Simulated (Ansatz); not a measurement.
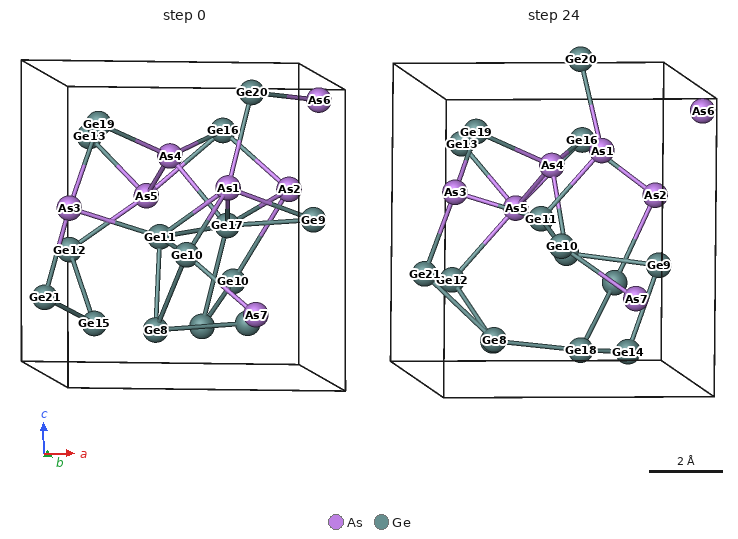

The structure of an amorphous cell of composition Ge2As (coarse preliminary run) before (left) and after (right) a relaxation, at one scale.

Style: ball-and-stick. Shown: the cell of the calculation, reduced to other axes, from a free direction. Lengths and directions refer to the drawn axes.

Case: the quenched liquid.

All numbers below come from DFT PBE, scalar-relativistic, plane waves, PAW (Ansatz 0.2.0).

Input file:
```yaml
crystal:
  lattice:
    - [8.298566, 0.11811, 0.032441]
    - [0.11811, 7.755249, -0.10543]
    - [0.032441, -0.10543, 7.834533]
  atoms:
    - { symbol: As, position: [0.602347206, 0.2914491587, 0.7800393591] }
    - { symbol: As, position: [0.6551197748, 0.1789510958, 0.1409734507] }
    - { symbol: As, position: [0.5258635631, 0.8568156551, 0.820610366] }
    - { symbol: As, position: [0.7388182077, 0.5643730977, 0.4008639475] }
    - { symbol: As, position: [0.629679417, 0.6955039379, 0.1255506566] }
    - { symbol: As, position: [0.926642291, 0.0206050182, 0.4411782563] }
    - { symbol: As, position: [0.1653294707, 0.1580203058, 0.9831749048] }
    - { symbol: Ge, position: [0.1315077916, 0.5600711006, 0.7394881066] }
    - { symbol: Ge, position: [0.5204079846, 0.0235240709, 0.5444706079] }
    - { symbol: Ge, position: [0.3597874266, 0.4045081691, 0.0004313386] }
    - { symbol: Ge, position: [0.4467754853, 0.5556335241, 0.6727096481] }
    - { symbol: Ge, position: [0.4387279839, 0.9561366618, 0.2286891079] }
    - { symbol: Ge, position: [0.8339506356, 0.9200722722, 0.0109435459] }
    - { symbol: Ge, position: [0.1746954418, 0.2612494681, 0.5415574915] }
    - { symbol: Ge, position: [0.1793793489, 0.836741476, 0.4067771755] }
    - { symbol: Ge, position: [0.8522662363, 0.425525548, 0.0910639734] }
    - { symbol: Ge, position: [0.5095832846, 0.3564852939, 0.4107378579] }
    - { symbol: Ge, position: [0.1861707182, 0.4722573174, 0.26565989] }
    - { symbol: Ge, position: [0.8213294303, 0.7787562255, 0.6567575499] }
    - { symbol: Ge, position: [0.9206030453, 0.207051164, 0.7748786493] }
    - { symbol: Ge, position: [0.236904365, 0.9618207995, 0.7263784401] }
  symmetry: { detect: false }
basis:
  ecutwfc: 420
kpoints:
  mp_grid: { grid: [2, 2, 2], shift: [0.5, 0.5, 0.5] }
hamiltonian:
  xc: pbe
scf:
  occupations: { method: gaussian, width: 0.1 }
  lower_state_search: "off"
output:
  forces: true
  stress: true
  eigenvalues: true
relax:
  adjacent_minimum: "off"
  f_tol: 0.04
  max_steps: 70
  cell: { stress_tol: 0.3 }
```

Launched with:
```bash
ansatz run input.yaml --threads 2 --pin off --max-ram 5120MiB --backend cpu --events-out ev --progress --plain --runs-dir out
```

Summarise the run.

The run was cut off at its time limit before the program reported convergence, but its last step already meets the force threshold: the largest component is 0.036 eV/Å against 0.04 eV/Å. The pressure is within 0.02 GPa of its target. Ge20 moves most relative to the cell: 1.47 Å roughly along [−1 0 1]. By element the largest moves are Ge 1.47 Å, As 1.08 Å. The volume changes by −0.3 %, with a 7.757 → 7.539 Å (−2.8 %), b 7.835 → 8.161 Å (+4.2 %), c 8.299 → 8.187 Å (−1.4 %), α 90.5° → 94.0°, β 91.7° → 89.8°, γ 91.5° → 89.7°. Near-neighbour distances that change, for instance: As3–Ge9 2.550 → 4.110 Å, As2–Ge17 2.744 → 4.249 Å, As6–Ge20 2.953 → 4.446 Å, Ge8–Ge10 3.047 → 4.519 Å. New bonds form: As6–Ge13 (3.54 → 2.55 Å), Ge15–Ge18 (3.01 → 2.50 Å), Ge8–Ge15 (3.45 → 2.54 Å), Ge8–Ge20 (3.31 → 2.63 Å). Bonds break: As1–Ge9 (2.84 → 4.02 Å), As2–Ge17 (2.74 → 4.25 Å), Ge14–Ge21 (2.81 → 3.71 Å), Ge15–Ge21 (2.71 → 3.71 Å). Bond angles that change, for instance: As6–Ge14–Ge20 61.8° → 120.0°, As3–Ge21–Ge9 55.9° → 109.1°, Ge12–Ge9–Ge17 78.9° → 125.5°. Over 22 accepted moves (24 points after the start) the energy falls by 176 meV per atom. The largest force component goes from 0.83 to 0.036 eV/Å. Pressure: −1.60 GPa at the start and −0.02 GPa at the end. The line search rejected the trial steps at points 18, 23 of the run.

Limits of the set-up: the periodic images lie only 7.8 Å apart, so the values are limited by the cell's size.
